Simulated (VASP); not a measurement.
Energy against volume of InSb (zinc blende). These are rev-vdW-DF2, VASP's PBE PAW potentials (set 64) (plane waves; VASP) values and carry that method's errors.

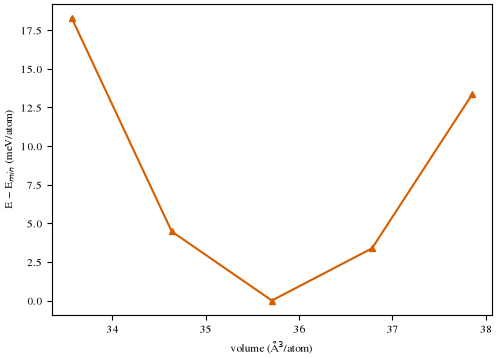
Energy against volume

**Question.** Estimate the equilibrium volume and the bulk modulus.

**Answer.** The minimum lies near 35.8 Å³/atom, and the curvature gives B0 of about 39 GPa.

Measured: bulk modulus 46.1 GPa at 0 K (computed value off by -15.9 %), as given by Daniel Mejia-Rodriguez et al., Physical Review B (2018), arXiv:1807.09216 [0 K value with the zero-point phonon effect removed]; a 6.468 Å at 0 K (computed value off by +1.9 %), as given by Daniel Mejia-Rodriguez et al., Physical Review B (2018), arXiv:1807.09216 [static lattice: zero-point anharmonic expansion removed].

The compound is InSb in the zinc blende structure. It was relaxed first, which changed the volume by +5 %.
